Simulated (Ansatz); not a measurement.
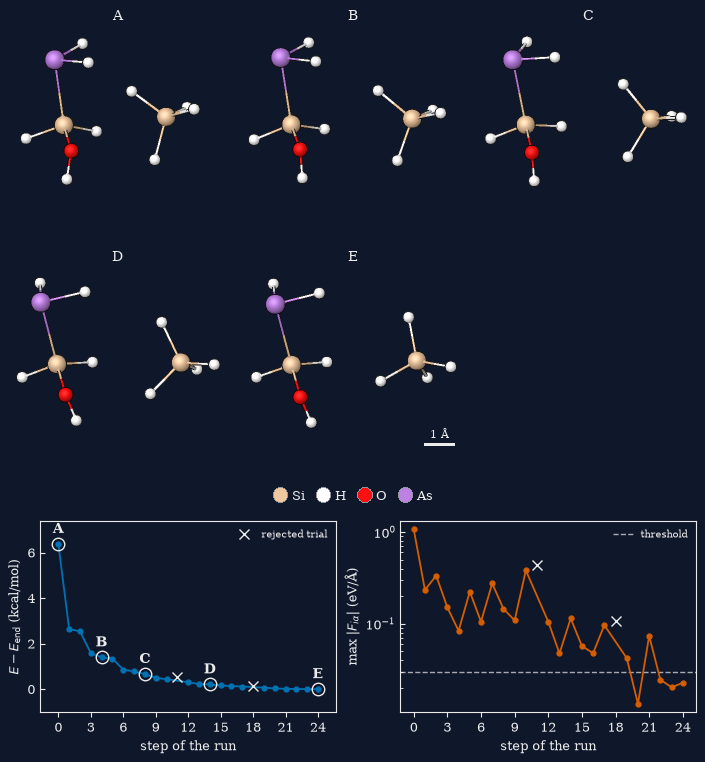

Frames of a relaxation of Si₂AsH₉O, marked on the history of the run. A ball-and-stick model, seen face on.

The run prepares an end point of a later path (reaction) calculation, from a guessed geometry.

Computed with RKS PBE/def2-SVP (Ansatz). Set-up: no spin polarisation; force threshold 0.03 eV/Å; at most 50 steps.

**Describe the path.**

Over 22 accepted moves (24 points after the start) the energy falls by 6.38 kcal/mol. Largest force component: 1.1 eV/Å at the start, 0.023 eV/Å at the end. The line search rejected the trial steps at points 11, 18 of the run. The forces were under the threshold at step 20, but the run went on from there. The largest moves after the best rigid fit, 1.51 Å, are those of H atoms. By element the largest moves are H 1.51 Å, As 0.62 Å, Si 0.57 Å, O 0.35 Å. Near-neighbour distances that change, for instance: As–Si 2.323 → 2.379 Å, H–Si 1.455 → 1.504 Å, As–H 1.534 → 1.542 Å, H–Si 1.509 → 1.503 Å. Among the angles between lasting bonds that change: Si–As–H 93.4° → 89.5°, H–Si–H 111.7° → 109.4°, Si–O–H 113.3° → 115.5°. Groups turn about As–Si by about 45°, O–Si by about 25°. From step 0 to 4: an H atom moves most (0.41 Å), energy −4.98 kcal/mol. From step 4 to 8: an H atom moves most (0.57 Å), energy −0.73 kcal/mol. From step 8 to 14: an H atom moves most (0.59 Å), energy −0.45 kcal/mol. From step 14 to 24: an H atom moves most (0.50 Å), energy −0.21 kcal/mol.

| step | E − E(0), kcal/mol | largest force component, eV/Å | note |
| --- | --- | --- | --- |
| 0 | 0.00 | 1.0698 |  |
| 1 | -3.74 | 0.2341 |  |
| 2 | -3.84 | 0.3359 |  |
| 3 | -4.79 | 0.1510 |  |
| 4 | -4.98 | 0.0838 |  |
| 5 | -5.03 | 0.2243 |  |
| 6 | -5.52 | 0.1055 |  |
| 7 | -5.60 | 0.2757 |  |
| 8 | -5.72 | 0.1457 |  |
| 9 | -5.89 | 0.1092 |  |
| 10 | -5.94 | 0.3825 |  |
| 11 | -5.85 | 0.4408 | rejected |
| 12 | -6.07 | 0.1054 |  |
| 13 | -6.15 | 0.0475 |  |
| 14 | -6.17 | 0.1145 |  |
| 15 | -6.21 | 0.0572 |  |
| 16 | -6.24 | 0.0478 |  |
| 17 | -6.26 | 0.0967 |  |
| 18 | -6.23 | 0.1083 | rejected |
| 19 | -6.31 | 0.0422 |  |
| 20 | -6.34 | 0.0134 |  |
| 21 | -6.36 | 0.0739 |  |
| 22 | -6.37 | 0.0245 |  |
| 23 | -6.38 | 0.0203 |  |
| 24 | -6.38 | 0.0227 |  |
